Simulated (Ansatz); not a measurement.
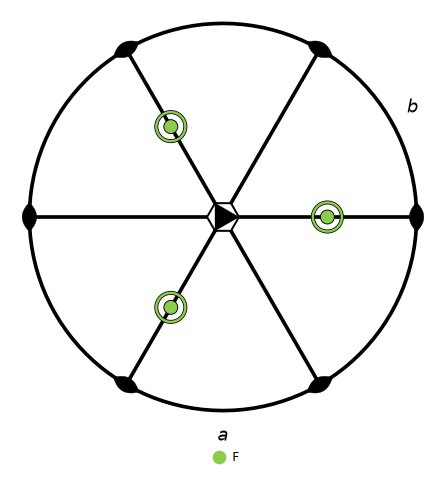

Directions from one yttrium atom at (1/3, 2/3, 0) to its bonded neighbours, in stereographic projection down c (filled: above the plane of the page or in it, open: below). Crystal: YGaF, the input geometry of an electronic-structure calculation (not necessarily at equilibrium); the starting structure was generated, so it need not be a known form of this composition. The drawing is computed from the coordinates (standard cell, symmetry found to 0.002 Å).

Neighbours are counted up to 3.54 Å for F; other elements are left out. The symmetry elements of the site are drawn in: heavy lines are mirror planes (a heavy rim: a mirror in the plane of the page); lens, triangle, square and hexagon are 2-, 3-, 4- and 6-fold axes, a lens in an open square is −4, a triangle in an open hexagon −6; thin dashed diameters join the ends of axes that lie in the page; a small open circle marks inversion.

```yaml
crystal:
  lattice:
    - [4.45860, 0.00000, 0.00000]
    - [-2.22930, 3.86126, 0.00000]
    - [0.00000, 0.00000, 3.38769]
  atoms:
    - { symbol: Y, position: [0.33333, 0.66667, 0.00000] }
    - { symbol: Ga, position: [0.00000, 0.00000, 0.50000] }
    - { symbol: F, position: [0.66667, 0.33333, 0.50000] }
```

Question: How many neighbours are there, and at what angles?

Answer: 6: 6 F at 3.08 Å. Angles between bonds: 67° (3×), 93° (6×), 131° (6×).

Question: What is the site's symmetry in the crystal?

Answer: Point group -6m2 (D3h), order 12: one −6 axis, three twofold axes, four mirror planes. In P-6m2 (No. 187) this is Wyckoff position 1c.
